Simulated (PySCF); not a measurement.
System: C3H9AlClFS.

```xyz
16

C     1.5751    1.4528    0.1515
S     0.9501   -0.1524   -0.5254
C     0.8877   -1.2179    0.9580
F     0.8556   -2.4731    0.4672
Al   -1.5277    0.5136   -1.0193
C    -2.2686   -1.2779   -0.4006
Cl   -2.4998   -0.2080    1.0589
H     0.9273    1.6483    0.9232
H     2.5888    1.3762    0.5575
H     1.5185    2.1884   -0.6909
H    -0.0464   -1.0522    1.4632
H     1.8288   -1.1153    1.5672
H    -1.2211    1.8703   -0.2355
H    -1.4625    0.7992   -2.5218
H    -1.6872   -2.1695   -0.1130
H    -3.2299   -1.7719   -0.5731
```

Geometry: GFN2-xTB, MD frame at 250 fs, 200 K.

The calculation used PySCF 2.14.0, PBE0/pcSseg-1, SCF density, gas phase, non-relativistic.

Question: What can the converged electron density and electron localisation function tell about the bonding?

Answer: C–Al (2.03 Å): the density is about 0.61 e/Å³ at the midpoint; the ELF peaks at about 0.95 between the atoms, as expected for a polar covalent bond.
Al–S (2.61 Å): ρ at the midpoint is about 0.31 e/Å³, with its minimum of 0.19 e/Å³ about 0.9 Å from Al; the ELF peaks at about 0.95 in the valence shell of S, 1.0 Å from its nucleus, and is about 0.85 at the midpoint.

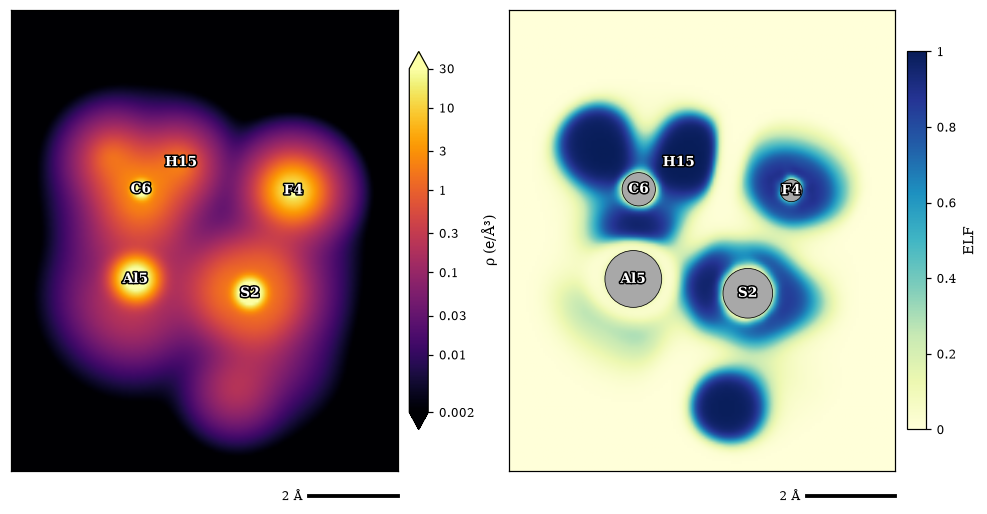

Computed electron density and electron localisation function on the plane of atoms S2, Al5 and C6, in this order. Grey discs cover the atomic cores in the ELF map. 
